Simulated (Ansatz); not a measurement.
CoH₂S₂ (Co(SH)2) (quartet)

```xyz
5

Co   -0.0006   -0.0025    0.0009
S    -0.0143   -0.0372    2.1604
H     1.2130    0.4972    2.3271
S     0.0140    0.0385   -2.1586
H    -1.2122   -0.4960   -2.3297
```

Geometry: r2SCAN-D4/def2-TZVP.

Level of theory: UKS PBE0-D4/def2-TZVP (Ansatz).

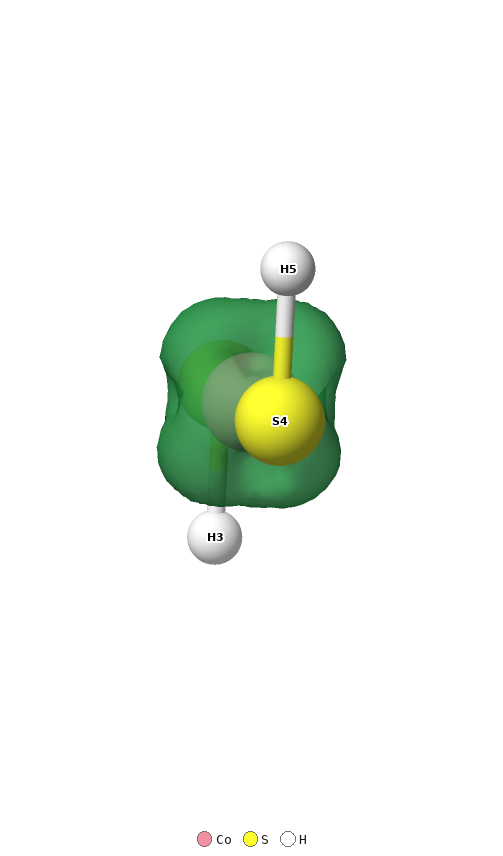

Figure 1. Isosurface of the spin density (α minus β) at +0.15 e/Å³ (green), seen at an oblique angle.

**Where is the unpaired spin?**

The unpaired spin (3 electrons) lies mostly on Co1 (about 2.7), S2 (about 0.2) and S4 (about 0.2), in electrons by Hirshfeld's partition.

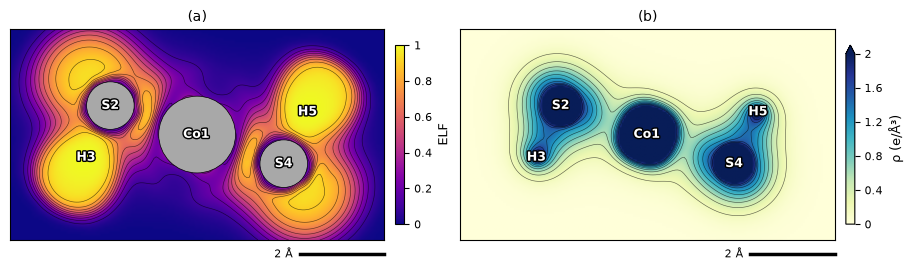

Figure 2. (a) electron localisation function; (b) electron density on the molecular plane. Grey discs cover the atomic cores in the ELF map.

**Read the bonding off the picture.**

- The section cuts through Co, S and H sites.
- Co–S (2.16 Å): ρ at the midpoint is about 0.71 e/Å³; the ELF peaks at about 0.85 in the valence shell of S, 0.9 Å from its nucleus, and is about 0.55 at the midpoint.
- S–H (1.35 Å): ρ at the midpoint is about 1.5 e/Å³; the ELF climbs to about 1 towards the hydrogen, as it does in any bond to H.

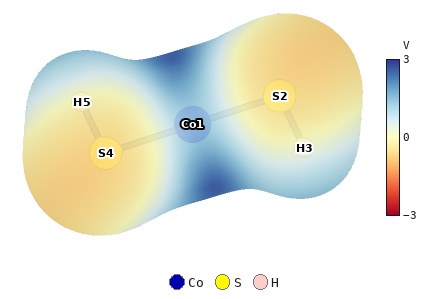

Figure 3. The electrostatic potential painted on the density surface at 0.002 e/bohr³, seen across its widest extent; red is negative and blue positive.

**Where is the surface potential most negative and most positive?**

The most negative region (about −0.7 V) lies over S2 and S4, the most positive (about +2.6 V) over Co1.
